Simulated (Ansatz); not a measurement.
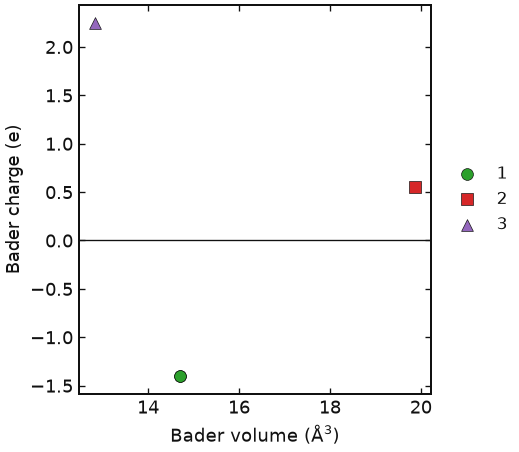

Bader charges of the atoms (positive: electrons lost), against the volumes of their basins.

The material is LuNiO2, space group R-3m, 4 atoms in the cell; a = 3.61 Å, b = 3.61 Å, c = 5.87 Å, α = 107.92°, β = 107.92°, γ = 60.00°.

Level of theory: DFT with PBE0, PAW plane waves, spin-polarised, 6×6×6 k mesh, Fermi-Dirac smearing of 0.1 eV; code Ansatz 0.2.0.

**Which number is which element?**

1 is O; 2 is Ni; 3 is Lu. The Bader charges are Lu +2.25 e, Ni +0.55 e and O −1.40 e.

The structure was built from a prototype or by substitution, so it need not be a known phase. The atoms aren't at rest in this cell (largest force 0.7 eV/Å), so the relaxed material can differ. The cell is at −5 GPa in this functional. Spin-orbit coupling is left out, which matters for Lu.
